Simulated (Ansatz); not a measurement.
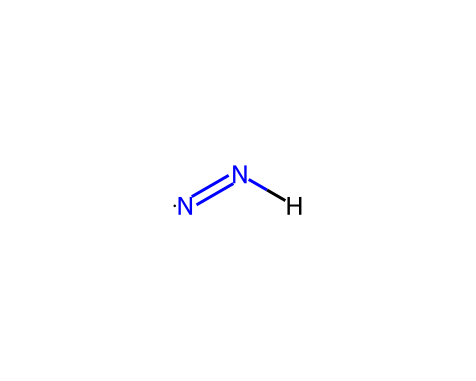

State: neutral, doublet.

Give its SMILES.

Answer. [N]=N

Give the formula, hydrogens included.

Answer. N2H.

An optimisation with PBE0-D4/def2-TZVP gave a structure of which point group?

Answer. Cs.

The parts below concern this one geometry. Atoms keep their numbers from picture to picture. The computed structure is the end point of a PBE0-D4/def2-TZVP optimisation.

**Geometry**

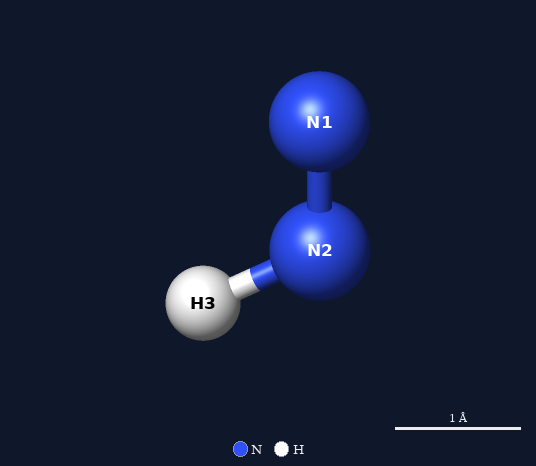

List the bonds and their lengths.

```json
{"bond": "N1–N2", "length (Å)": "1.165", "order": "double"}
{"bond": "N2–H3", "length (Å)": "1.056", "order": "single"}
```

**Vibrations**

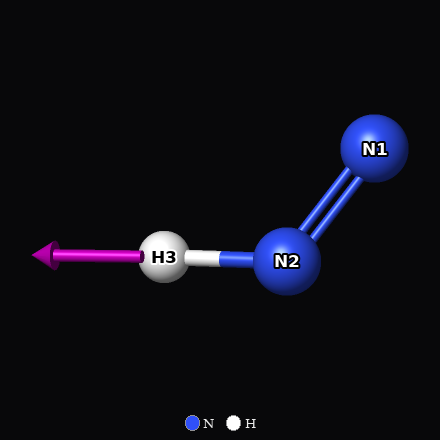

The arrows show one normal mode. Harmonic vibrations computed with UKS PBE0-D4/def2-TZVP (Ansatz 0.2.0) at a stationary point of the same level.

What kind of motion is it?

Answer. Mostly N–H stretching.

At what wavenumber does it lie?

Answer. 2825 cm⁻¹; it is mode 3 of 3 counted from the lowest.

**Electronic properties**

Level of theory: UKS r2SCAN0-D4/def2-TZVPP (Ansatz 0.2.0).

Predict the main results.

- HOMO energy (Kohn–Sham orbital): −6.61 eV
- ⟨S²⟩ of the determinant: 0.759

**Dipole moment**

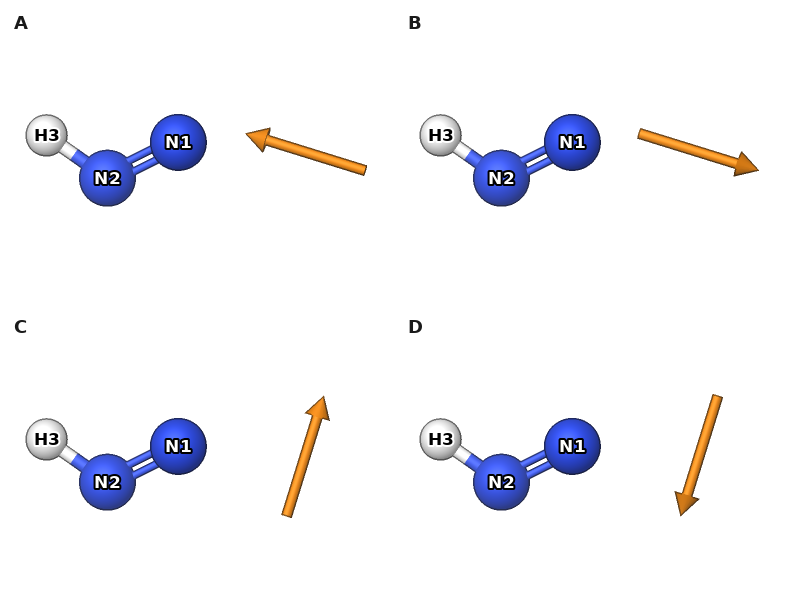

The same molecule four times, each with an arrow. Method: UKS PBE-D4/def2-TZVPP (Ansatz 0.2.0).

Which arrow points along the dipole moment, from the negative to the positive end?

Answer. A. The dipole moment is 1.84 D; it points from the side of N1 to the side of H3 (the outermost atoms at the two ends).

**Charges**

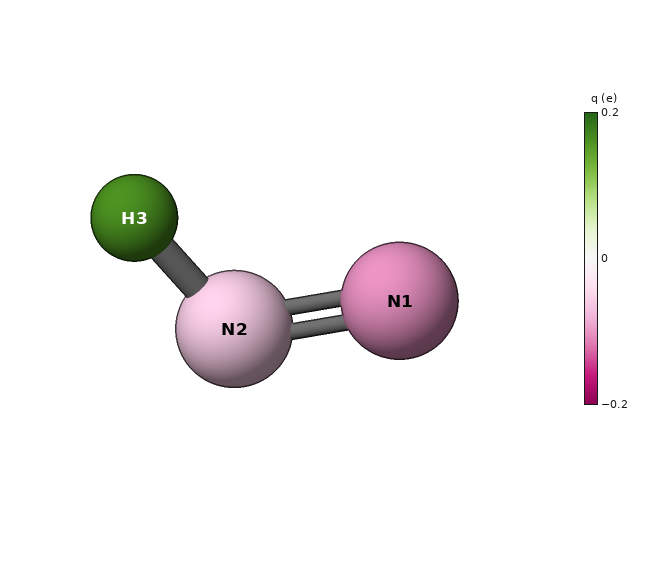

Atoms are coloured by their Mulliken charges. Method: UKS ωB97M-V/def2-TZVPP (Ansatz 0.2.0).

List the Mulliken charges.

```json
{"atom": "N1", "value (e)": "−0.10"}
{"atom": "N2", "value (e)": "−0.06"}
{"atom": "H3", "value (e)": "0.16"}
```

Mulliken values depend strongly on the basis set and can even reverse the polarity of a bond.
